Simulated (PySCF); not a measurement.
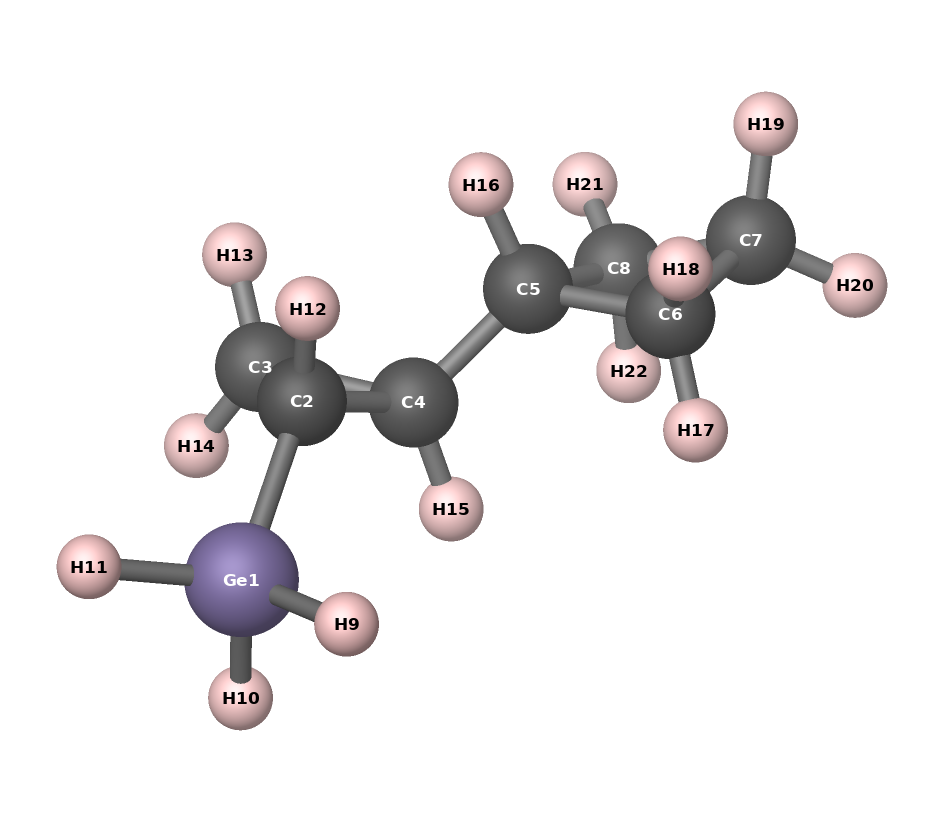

The geometry was computed by an optimisation with PBE0-D3(BJ)/def2-SVP. No frequency run is at hand to confirm it as a minimum. Properties computed with delta-SCF UKS SCAN, pcX-2 on the ionised atom, pcseg-1 elsewhere, spin-free X2C (PySCF 2.14.0).

Give the core-electron binding energies (to vacuum) of C2 1s, C3 1s, C4 1s, C5 1s, C6 1s, C7 1s, C8 1s.

| atom | level | binding energy (eV) |
| --- | --- | --- |
| C2 | 1s | 290.0 |
| C3 | 1s | 290.4 |
| C4 | 1s | 290.4 |
| C5 | 1s | 290.3 |
| C6 | 1s | 290.2 |
| C7 | 1s | 290.3 |
| C8 | 1s | 290.2 |
